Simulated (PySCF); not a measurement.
# C3H5AlO2: electronic excitations and core binding energies

What electronic excitations and core binding energies should C3H5AlO2 (`C1=C[O][AlH2-][O+]=C1`) show?

Programs: PySCF 2.14.0, with density-fitted response routines of our own. Each step states its level of theory. These are calculated values for one molecule in the gas phase, unless marked as measured. Atoms are numbered from 0 throughout.

## Step 1: Starting geometry

11 atoms, charge 0, multiplicity 1; geometry from: GFN2-xTB.

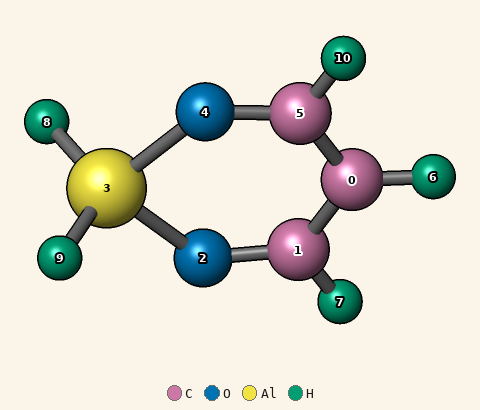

As it starts; carbon pink, oxygen blue, aluminium yellow, hydrogen teal, atoms numbered; sticks join atoms by distance.

## Step 2: Excited states and response: CAM-B3LYP/def2-SVPD

Job settings and geometry (Å):

```
{"job": {"kind": "uv", "xc": "CAM-B3LYP", "basis": "def2-SVPD", "nstates": 8, "ntriplets": 3}, "charge": 0, "multiplicity": 1}
C      1.366782     0.416117     0.002861
C      1.038478    -0.914494     0.227191
O     -0.142693    -1.365235     0.239863
Al    -1.747697    -0.533377    -0.009907
O     -0.877956     1.053371    -0.245432
C      0.353344     1.338239    -0.224611
H      2.395385     0.729982     0.006066
H      1.846762    -1.635637     0.407311
H     -2.341932    -0.981534    -1.357974
H     -2.507581    -0.493161     1.328440
H      0.622530     2.388399    -0.399771
```

Level: TDDFT CAM-B3LYP/def2-SVPD, vertical, gas phase, core orbitals frozen in the response.

The log of the run:

```text
coarse grid: 10160 points
cycle   1  E = -509.6351080939  dE =  1.068e+00  |g| = 9.166e-01  |ddm| = 5.093e+00
cycle   2  E = -509.4155573422  dE =  2.196e-01  |g| = 1.449e+00  |ddm| = 3.493e+00
cycle   3  E = -509.8007864974  dE = -3.852e-01  |g| = 9.821e-02  |ddm| = 2.284e+00
cycle   4  E = -509.8027013117  dE = -1.915e-03  |g| = 4.932e-02  |ddm| = 2.388e-01
cycle   5  E = -509.8032778898  dE = -5.766e-04  |g| = 4.978e-03  |ddm| = 9.556e-02
cycle   6  E = -509.8032847600  dE = -6.870e-06  |g| = 1.114e-03  |ddm| = 2.040e-02
final grid: 94792 points
cycle   7  E = -509.8959066318  dE = -1.857e-05  |g| = 1.941e-03  |ddm| = 6.408e-02
cycle   8  E = -509.8959065257  dE =  1.062e-07  |g| = 2.197e-03  |ddm| = 8.994e-03
cycle   9  E = -509.8959075184  dE = -9.927e-07  |g| = 4.318e-04  |ddm| = 4.069e-03
cycle  10  E = -509.8959075514  dE = -3.302e-08  |g| = 1.221e-04  |ddm| = 6.387e-04
cycle  11  E = -509.8959075551  dE = -3.744e-09  |g| = 2.473e-05  |ddm| = 3.198e-04
cycle  12  E = -509.8959075553  dE = -1.526e-10  |g| = 7.123e-06  |ddm| = 5.105e-05
converged SCF energy = -509.8959075553

Static polarisability (au): isotropic 66.531, principal 50.712 72.913 75.967

Singlet excitations
state   eV       nm        f      main configurations
  1   4.3301    286.3   0.06689   H->L 0.98
  2   4.4595    278.0   0.00136   H-2->L 0.98
  3   5.6839    218.1   0.13070   H-1->L 0.98
  4   6.0256    205.8   0.00000   H-4->L 0.58, H-3->L 0.35
  5   6.8113    182.0   0.00001   H-3->L 0.43, H->L+2 0.25, H-4->L 0.23
  6   6.8147    181.9   0.05893   H->L+1 0.85
  7   6.9131    179.3   0.00000   H->L+2 0.56, H-3->L 0.19, H-4->L 0.11
  8   7.5326    164.6   0.04371   H->L+5 0.60, H-1->L+1 0.18, H->L+3 0.15

Triplet excitations (Tamm-Dancoff, eV): 2.8995 4.1065 5.1218
```

Wall time 30 s (1 thread, shared host).

Frontier orbitals and where they lie:

| orbital | eV | atoms |
| --- | --- | --- |
| HOMO−3 | -10.96 | Al3 35 %, H9 22 %, H8 22 % |
| HOMO−2 | -10.17 | O4 32 %, O2 32 %, C5 8 % |
| HOMO−1 | -9.82 | Al3 20 %, C0 20 %, H8 13 % |
| HOMO | -8.63 | Al3 18 %, C0 17 %, H8 15 % |
| LUMO | -1.38 | C5 25 %, C1 25 %, O4 15 % |
| LUMO+1 | 0.91 | Al3 31 %, C0 14 %, C1 12 % |
| LUMO+2 | 1.49 | Al3 35 %, O2 17 %, O4 17 % |

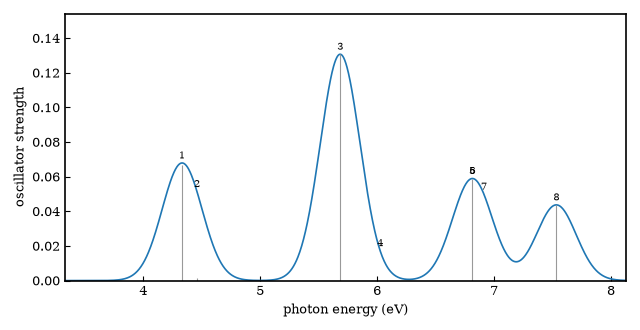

Absorption spectrum from the 8 singlet states computed; above the last one it falls off for lack of states. Lines are broadened to a width of 0.40 eV (Gaussian).

Ground-state properties from the same run:

| property | computed |
| --- | --- |
| dipole moment (D) | 4.36 |
| polarisability (Å³) | 9.86 |
| HOMO–LUMO gap (eV) | 7.25 |
| −ε(HOMO) (eV) | 8.63 |

## Step 3: Core-electron binding energies: SCAN, X2C

Settings changed since step 2:

```diff
@@ -1,2 +1,2 @@
-{"job": {"kind": "uv", "xc": "CAM-B3LYP", "basis": "def2-SVPD", "nstates": 8, "ntriplets": 3}, "charge": 0, "multiplicity": 1}
+{"job": {"kind": "xps"}, "charge": 0, "multiplicity": 1}
 C      1.366782     0.416117     0.002861
```

Level: delta-SCF UKS SCAN, pcX-2 on the ionised atom, pcseg-1 elsewhere, spin-free X2C.

The log of the run:

```text
ground state, core basis on atom 0 (C), 144 functions
  cycle   1  E = -510.50206317  |g| = 8.28e-01
  cycle   2  E = -509.95914091  |g| = 1.82e+00
  cycle   3  E = -510.61909352  |g| = 2.71e-01
  cycle   4  E = -510.63640706  |g| = 8.79e-02
  cycle   5  E = -510.63816623  |g| = 1.90e-02
  cycle   6  E = -510.63824860  |g| = 7.35e-03
  cycle   7  E = -510.63825956  |g| = 2.17e-03
  cycle   8  E = -510.63826057  |g| = 1.88e-03
  cycle   9  E = -510.63826297  |g| = 1.80e-04
  E(ground) = -510.68309436 Eh
hole in C 1s of atom 0
  cycle   1  E = -499.37415679  |g| = 1.52e+00
  cycle   2  E = -497.41634060  |g| = 2.19e+00
  cycle   3  E = -499.70627278  |g| = 6.42e-01
  cycle   4  E = -499.85050730  |g| = 4.94e-01
  cycle   5  E = -499.94113810  |g| = 1.36e-01
  cycle   6  E = -499.94783908  |g| = 4.31e-02
  cycle   7  E = -499.94861665  |g| = 7.65e-03
  cycle   8  E = -499.94864346  |g| = 3.79e-03
  cycle   9  E = -499.94864776  |g| = 2.98e-03
  cycle  10  E = -499.94865176  |g| = 9.10e-04
  cycle  11  E = -499.94865260  |g| = 5.28e-04
  cycle  12  E = -499.94865333  |g| = 1.33e-04
  E(ion) = -499.99329442 Eh   <S^2> = 0.7694   hole on atom = 1.000   binding energy = 290.884 eV
ground state, core basis on atom 1 (C), 144 functions
  cycle   1  E = -510.64029193  |g| = 5.82e-02
  cycle   2  E = -510.64016625  |g| = 2.86e-02
  cycle   3  E = -510.64004942  |g| = 3.67e-02
  cycle   4  E = -510.64035621  |g| = 9.37e-03
  cycle   5  E = -510.64037399  |g| = 7.97e-04
  cycle   6  E = -510.64037366  |g| = 7.06e-04
  cycle   7  E = -510.64037331  |g| = 6.79e-05
  E(ground) = -510.68422360 Eh
hole in C 1s of atom 1
  cycle   1  E = -499.27692972  |g| = 1.50e+00
  cycle   2  E = -497.09893789  |g| = 2.39e+00
  cycle   3  E = -499.69804298  |g| = 4.89e-01
  cycle   4  E = -499.21186446  |g| = 7.70e-01
  cycle   5  E = -499.82178423  |g| = 1.95e-01
  cycle   6  E = -499.81734259  |g| = 2.47e-01
  cycle   7  E = -499.83434839  |g| = 1.87e-01
  cycle   8  E = -499.85088190  |g| = 3.91e-02
  cycle   9  E = -499.81724035  |g| = 1.76e-01
  cycle  10  E = -499.85205363  |g| = 3.88e-02
  cycle  11  E = -499.85253504  |g| = 3.24e-02
  cycle  12  E = -499.85326528  |g| = 1.90e-02
  cycle  13  E = -499.85373613  |g| = 6.93e-03
  cycle  14  E = -499.85374732  |g| = 6.50e-03
  cycle  15  E = -499.85376144  |g| = 5.46e-03
  cycle  16  E = -499.85378592  |g| = 2.48e-03
  cycle  17  E = -499.85379041  |g| = 4.23e-04
  E(ion) = -499.89652126 Eh   <S^2> = 1.1791   hole on atom = 1.000   binding energy = 293.548 eV
ground state, core basis on atom 2 (O), 144 functions
  cycle   1  E = -510.66624444  |g| = 1.07e-01
  cycle   2  E = -510.66245413  |g| = 1.45e-01
  cycle   3  E = -510.66589126  |g| = 6.88e-02
  cycle   4  E = -510.66686566  |g| = 1.59e-02
  cycle   5  E = -510.66692328  |g| = 3.81e-03
  cycle   6  E = -510.66692717  |g| = 8.24e-04
  cycle   7  E = -510.66692788  |g| = 2.50e-04
  E(ground) = -510.70822523 Eh
hole in O 1s of atom 2
  cycle   1  E = -490.03078177  |g| = 2.23e+00
  cycle   2  E = -489.28250773  |g| = 2.32e+00
  cycle   3  E = -490.63008276  |g| = 6.64e-01
  cycle   4  E = -490.60676396  |g| = 6.81e-01
  cycle   5  E = -490.86460289  |g| = 1.16e-01
  cycle   6  E = -490.86483571  |g| = 1.14e-01
  cycle   7  E = -490.87044806  |g| = 1.69e-02
  cycle   8  E = -490.87057463  |g| = 5.72e-03
  cycle   9  E = -490.87060068  |g| = 2.20e-03
  cycle  10  E = -490.87061172  |g| = 1.73e-03
  cycle  11  E = -490.87062421  |g| = 1.34e-03
  cycle  12  E = -490.87064131  |g| = 7.32e-04
  cycle  13  E = -490.87064662  |g| = 3.45e-04
  E(ion) = -490.91263307 Eh   <S^2> = 0.7724   hole on atom = 1.000   binding energy = 538.665 eV
ground state, core basis on atom 3 (Al), 155 functions
  cycle   1  E = -510.70917414  |g| = 2.60e-01
  cycle   2  E = -510.70164654  |g| = 2.18e-01
  cycle   3  E = -510.70098085  |g| = 2.13e-01
  cycle   4  E = -510.71086050  |g| = 3.37e-02
  cycle   5  E = -510.71109522  |g| = 1.50e-02
  cycle   6  E = -510.71115104  |g| = 2.61e-03
  cycle   7  E = -510.71115093  |g| = 1.59e-03
  cycle   8  E = -510.71115158  |g| = 3.56e-04
  E(ground) = -510.71873247 Eh
hole in Al 1s of atom 3
  cycle   1  E = -452.14934037  |g| = 3.97e+00
  cycle   2  E = -452.63287681  |g| = 1.83e+00
  cycle   3  E = -453.05096913  |g| = 4.17e-01
  cycle   4  E = -453.10128716  |g| = 2.82e-01
  cycle   5  E = -453.13640941  |g| = 1.18e-01
  cycle   6  E = -453.14160312  |g| = 2.11e-02
  cycle   7  E = -453.14176088  |g| = 7.89e-03
  cycle   8  E = -453.14179516  |g| = 1.46e-03
  cycle   9  E = -453.14179418  |g| = 1.88e-03
  cycle  10  E = -453.14179605  |g| = 2.11e-04
  E(ion) = -453.15129252 Eh   <S^2> = 0.7517   hole on atom = 1.000   binding energy = 1566.490 eV
hole in Al 2p of atom 3
  cycle   1  E = -507.48596487  |g| = 1.08e+00
  cycle   2  E = -507.56644258  |g| = 7.98e-01
  cycle   3  E = -507.73758886  |g| = 1.89e-01
  cycle   4  E = -507.74851054  |g| = 1.29e-01
  cycle   5  E = -507.75483854  |g| = 4.28e-02
  cycle   6  E = -507.75553030  |g| = 8.87e-03
  cycle   7  E = -507.75556892  |g| = 2.71e-03
  cycle   8  E = -507.75557183  |g| = 1.50e-03
  cycle   9  E = -507.75557347  |g| = 3.62e-04
  E(ion) = -507.76882502 Eh   <S^2> = 0.7512   hole on atom = 1.003   binding energy = 80.271 eV
  2p3/2 = 79.930 eV   2p1/2 = 80.419 eV
```

Run time: 70 s. Hardware: 1 thread, shared host.

The holes in one table. −ε is the ground-state orbital energy:

| hole | stands for | environment | ΔSCF (eV; 2p as the shell's mean) | −ε (eV) | ⟨S²⟩ |
| --- | --- | --- | --- | --- | --- |
| C1s on C0 | C0 | β carbon of an enol-ether or enamine type C=C | 290.88 | 274.2 | 0.769 |
| C1s on C1 | C1, C5 | alkene carbon bearing oxygen | 293.55 (doubtful) | 276.9 | 1.179 |
| O1s on O2 | O2, O4 | oxygen bonded to C, Al, in a 6-membered ring | 538.67 | 517.5 | 0.772 |
| Al1s on Al3 | Al3 | aluminium bonded to 2 O, 2 H, in a 6-membered ring | 1566.49 | 1517.5 | 0.752 |
| Al2p on Al3 | Al3 | aluminium bonded to 2 O, 2 H, in a 6-membered ring | 80.09 | 70.0 | 0.751 |

Each hole run stands for the others of its class of like atoms.

Doubtful: the ion did not converge, its hole moved, or its ⟨S²⟩ is well above 0.75.

With the spin-orbit splitting: Al3 2p3/2 79.93, 2p1/2 80.42 eV. The table gives each 2p level as the mean over the whole 2p shell (two parts 2p3/2, one part 2p1/2), which differs a little from the single hole in the log.

## Step 4: What came out

```
                                                    quantity                        value
                        lowest singlet (CAM-B3LYP/def2-SVPD)  4.33 eV (286 nm), f = 0.067
                    brightest single state of those computed  state 3, 5.68 eV, f = 0.131
                                              lowest triplet                      2.90 eV
C1s binding energies, SCAN/pcX-2 (standing for 1 of 3 atoms)                 C0 290.88 eV
                            O1s binding energies, SCAN/pcX-2                 O2 538.67 eV
                           Al1s binding energies, SCAN/pcX-2               Al3 1566.49 eV
                           Al2p binding energies, SCAN/pcX-2                 Al3 80.09 eV
```

In words: The first singlet state (HOMO→LUMO 0.98) lies at 4.33 eV and is bright; of the 8 states computed, the strongest absorption comes from state 3 at 5.68 eV. The lowest triplet lies 1.43 eV below the lowest singlet (triplets in Tamm-Dancoff, singlets in full TDDFT).
